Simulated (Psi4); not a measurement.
Single-point calculation, with input and output: CH$_{3}$BF$_{3}$Ge (charge +1)

CH$_{3}$BF$_{3}$Ge, charge +1, SMILES [CH3][Ge+]([F])[B](F)F, computed with HF/aug-cc-pV(D+d)Z, RHF (Psi4 1.11).

The geometry comes from this level: GFN2-xTB.

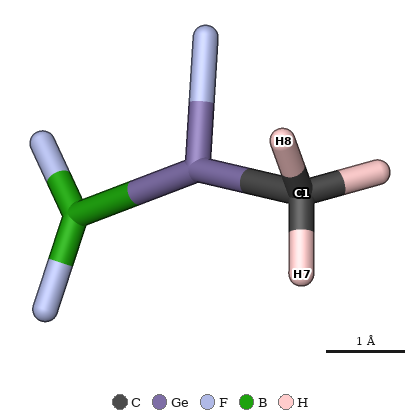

The structure (stick view, seen at a tilt; atoms are numbered from 1 in the order of the input). Sticks mark near contacts. Bond lengths as drawn: B–F 1.27 to 1.28 Å, B–Ge 2.23 Å, C–Ge 2.00 Å, C–H 1.09 to 1.10 Å and F–Ge 1.73 Å.

**Input file (ch3bf3ge.inp)**
```
memory 1600 mb

molecule molecule1 {
  1 1
  C     -1.827570    -0.232630    -0.019740
  Ge     0.127990     0.202360    -0.000590
  F      0.165210     1.931220    -0.020140
  B      2.303130    -0.280720     0.029180
  F      3.084040     0.724700     0.087070
  F      2.676590    -1.500590    -0.012720
  H     -2.003290    -1.308940    -0.075000
  H     -2.263930     0.280640    -0.885140
  H     -2.262170     0.183950     0.897070
  symmetry c1
  no_reorient
  no_com
}

set {
  basis        aug-cc-pV(D+d)Z
  reference    rhf
  scf_type     df
  df_basis_scf def2-universal-jkfit
}

energy('scf')
```

Hardware: 1 thread of Intel Xeon (Sapphire Rapids), 64 GiB of memory available, shared host.

Command:
```bash
psi4 -i ch3bf3ge.inp -o ch3bf3ge.out -n 1
```

**Log**
```
Psi4 1.11 release

   => Loading Basis Set <=

    Name: AUG-CC-PV(D+D)Z
    Role: ORBITAL
    Keyword: BASIS

         ---------------------------------------------------------
                                   SCF
                              RHF Reference
                        1 Threads,   1525 MiB Core
         ---------------------------------------------------------

  ==> Geometry <==

    Molecular point group: c1
    Full point group: C1

    Geometry (in Angstrom), charge = 1, multiplicity = 1:

       Center              X                  Y                   Z               Mass
    ------------   -----------------  -----------------  -----------------  -----------------
         C           -1.827570000000    -0.232630000000    -0.019740000000    12.000000000000
         GE           0.127990000000     0.202360000000    -0.000590000000    73.921177761000
         F            0.165210000000     1.931220000000    -0.020140000000    18.998403162730
         B            2.303130000000    -0.280720000000     0.029180000000    11.009305360000
         F            3.084040000000     0.724700000000     0.087070000000    18.998403162730
         F            2.676590000000    -1.500590000000    -0.012720000000    18.998403162730
         H           -2.003290000000    -1.308940000000    -0.075000000000     1.007825032230
         H           -2.263930000000     0.280640000000    -0.885140000000     1.007825032230
         H           -2.262170000000     0.183950000000     0.897070000000     1.007825032230

  Running in c1 symmetry.

  Rotational constants: A =      0.13025  B =      0.03872  C =      0.03002 [cm^-1]
  Rotational constants: A =   3904.85506  B =   1160.66486  C =    900.10643 [MHz]
  Nuclear repulsion =  431.116058451647575

  Charge       = 1
  Multiplicity = 1
  Electrons    = 72
  Nalpha       = 36
  Nbeta        = 36

  ==> Algorithm <==

  SCF Algorithm Type is DF.
  DIIS enabled.
  MOM disabled.
  Fractional occupation disabled.
  Guess Type is SAD.
  Energy threshold   = 1.00e-06
  Density threshold  = 1.00e-06
  Integral threshold = 1.00e-12

  ==> Primary Basis <==

  Basis Set: AUG-CC-PV(D+D)Z
    Blend: AUG-CC-PV(D+D)Z
    Number of shells: 74
    Number of basis functions: 178
    Number of Cartesian functions: 191
    Spherical Harmonics?: true
    Max angular momentum: 2

   => Loading Basis Set <=

    Name: DEF2-UNIVERSAL-JKFIT
    Role: JKFIT
    Keyword: DF_BASIS_SCF

  ==> Integral Setup <==

  DFHelper Memory: AOs need 0.172 GiB; user supplied 1.118 GiB.
  SCF_SUBTYPE=INCORE selected. In-core MEM_DF algorithm will be used.
  Using in-core AOs.

  ==> MemDFJK: Density-Fitted J/K Matrices <==

    J tasked:                   Yes
    K tasked:                   Yes
    wK tasked:                   No
    Memory [MiB]:              1144
    Algorithm:                 Core
    Schwarz Cutoff:           1E-12
    Mask sparsity (%):       3.1499
    Fitting Condition:        1E-10

   => Auxiliary Basis Set <=

  Basis Set: DEF2-UNIVERSAL-JKFIT
    Blend: DEF2-UNIVERSAL-JKFIT
    Number of shells: 203
    Number of basis functions: 701
    Number of Cartesian functions: 888
    Spherical Harmonics?: true
    Max angular momentum: 5

  Minimum eigenvalue in the overlap matrix is 1.9952261604E-04.
  Reciprocal condition number of the overlap matrix is 2.0679989775E-05.
    Using symmetric orthogonalization.

  ==> Pre-Iterations <==

  SCF Guess: Superposition of Atomic Densities via on-the-fly atomic UHF (no occupation information).

   -------------------------
    Irrep   Nso     Nmo
   -------------------------
     A        178     178
   -------------------------
    Total     178     178
   -------------------------

  ==> Iterations <==

                           Total Energy        Delta E     RMS |[F,P]|

   @DF-RHF iter SAD: -2432.64316022311459   -2.43264e+03   0.00000e+00
   @DF-RHF iter   1: -2437.36992966355183   -4.72677e+00   6.34913e-03 ADIIS/DIIS
   @DF-RHF iter   2: -2437.80398398496527   -4.34054e-01   2.15923e-03 ADIIS/DIIS
   @DF-RHF iter   3: -2437.84829353785517   -4.43096e-02   4.20686e-04 ADIIS/DIIS
   @DF-RHF iter   4: -2437.85065157876716   -2.35804e-03   1.19963e-04 ADIIS/DIIS
   @DF-RHF iter   5: -2437.85101619244688   -3.64614e-04   2.59953e-05 DIIS
   @DF-RHF iter   6: -2437.85104667706128   -3.04846e-05   1.14875e-05 DIIS
   @DF-RHF iter   7: -2437.85105073052682   -4.05347e-06   4.10654e-06 DIIS
   @DF-RHF iter   8: -2437.85105134284231   -6.12315e-07   8.86252e-07 DIIS
  Energy and wave function converged.

  ==> Post-Iterations <==

    Orbital Energies [Eh]
    ---------------------

    Doubly Occupied:

       1A   -405.597290     2A    -52.495853     3A    -46.586355
       4A    -46.584145     5A    -46.582571     6A    -26.543626
       7A    -26.542390     8A    -26.488285     9A    -11.470448
      10A     -7.986500    11A     -7.515702    12A     -5.494882
      13A     -5.488278    14A     -5.483684    15A     -1.969828
      16A     -1.961020    17A     -1.954646    18A     -1.953546
      19A     -1.948692    20A     -1.875797    21A     -1.849279
      22A     -1.749644    23A     -1.168605    24A     -1.040321
      25A     -0.990209    26A     -0.972989    27A     -0.931745
      28A     -0.918073    29A     -0.870706    30A     -0.870102
      31A     -0.840051    32A     -0.828990    33A     -0.786538
      34A     -0.777805    35A     -0.761969    36A     -0.655031

    Virtual:

      37A     -0.217735    38A     -0.131568    39A     -0.093081
      40A     -0.085764    41A     -0.064613    42A     -0.058013
      43A     -0.052543    44A     -0.043178    45A     -0.039173
      46A     -0.027190    47A     -0.026574    48A     -0.014400
      49A     -0.005764    50A     -0.001816    51A      0.006468
      52A      0.024198    53A      0.033700    54A      0.045728
      55A      0.062394    56A      0.071525    57A      0.075067
      58A      0.100447    59A      0.112566    60A      0.114717
      61A      0.132044    62A      0.135761    63A      0.147052
      64A      0.153843    65A      0.159125    66A      0.170072
      67A      0.170964    68A      0.182805    69A      0.190375
      70A      0.208874    71A      0.222521    72A      0.239222
      73A      0.249636    74A      0.251514    75A      0.262008
      76A      0.273183    77A      0.276581    78A      0.294384
      79A      0.299679    80A      0.319197    81A      0.328969
      82A      0.346641    83A      0.348306    84A      0.356466
      85A      0.366163    86A      0.384728    87A      0.403791
      88A      0.416124    89A      0.422738    90A      0.429019
      91A      0.439892    92A      0.458629    93A      0.477460
      94A      0.497247    95A      0.504511    96A      0.520691
      97A      0.526090    98A      0.540501    99A      0.561856
     100A      0.565128   101A      0.570933   102A      0.598516
     103A      0.632636   104A      0.653033   105A      0.680209
     106A      0.700516   107A      0.756138   108A      0.789903
     109A      0.859162   110A      0.866056   111A      0.903193
     112A      0.934914   113A      0.936671   114A      0.959050
     115A      0.964378   116A      1.098020   117A      1.158784
     118A      1.166420   119A      1.204275   120A      1.223528
     121A      1.231816   122A      1.249343   123A      1.284960
     124A      1.351501   125A      1.353497   126A      1.363478
     127A      1.420910   128A      1.446342   129A      1.449945
     130A      1.454354   131A      1.480202   132A      1.519229
     133A      1.534663   134A      1.563741   135A      1.569098
     136A      1.579977   137A      1.607643   138A      1.620290
     139A      1.674708   140A      1.709334   141A      1.764625
     142A      1.793583   143A      1.799082   144A      1.846588
     145A      1.872505   146A      1.881586   147A      1.931438
     148A      2.009926   149A      2.023206   150A      2.053188
     151A      2.081013   152A      2.185141   153A      2.206749
     154A      2.308657   155A      2.318763   156A      2.382338
     157A      2.428037   158A      2.626285   159A      2.713039
     160A      2.725000   161A      2.781663   162A      3.172121
     163A      4.025012   164A      4.694581   165A      4.699491
     166A      4.708006   167A      4.724625   168A      4.735253
     169A      4.761161   170A      4.777856   171A      4.787262
     172A      4.798192   173A      4.819360   174A      4.838405
     175A      4.872305   176A      4.933290   177A      4.941580
     178A      4.969473

    Final Occupation by Irrep:
              A
    DOCC [    36 ]
    NA   [    36 ]
    NB   [    36 ]

  @DF-RHF Final Energy: -2437.85105134284231

   => Energetics <=

    Nuclear Repulsion Energy =            431.1160584516475751
    One-Electron Energy =               -4240.8626249145008842
    Two-Electron Energy =                1371.8955151200109412
    Total Energy =                      -2437.8510513428427657

Computation Completed

Properties will be evaluated at   0.000000,   0.000000,   0.000000 [a0]

Properties computed using the SCF density matrix

 Multipole Moments:

 ------------------------------------------------------------------------------------
     Multipole            Electronic (a.u.)      Nuclear  (a.u.)        Total (a.u.)
 ------------------------------------------------------------------------------------

 L = 1.  Multiply by 2.5417464519 to convert [e a0] to [Debye]
 Dipole X            :        -97.3401849           97.2246706           -0.1155143
 Dipole Y            :        -25.8718066           25.0006231           -0.8711835
 Dipole Z            :         -0.8080589            0.8190073            0.0109484
 Magnitude           :                                                    0.8788766

 ------------------------------------------------------------------------------------

	total time  =          4 seconds =       0.07 minutes

    Psi4 run time: 0:00:04.31
```

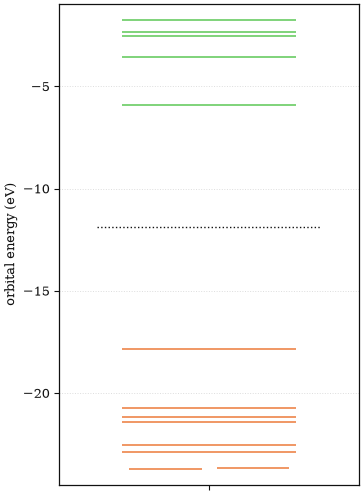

Orbital energies near the frontier; the dotted line parts filled from empty levels, and levels within 0.02 eV of each other stand side by side. Highest filled −17.82 eV, lowest empty −5.92 eV, 11.90 eV apart.

**Summary**

| quantity | value |
| --- | --- |
| outcome | converged |
| total energy | −2437.851051 hartree |
| basis functions | 178 |
| HOMO | −17.82 eV |
| LUMO | −5.92 eV |
| wall time | 5.4 s |
| peak memory | 0.46 GiB |
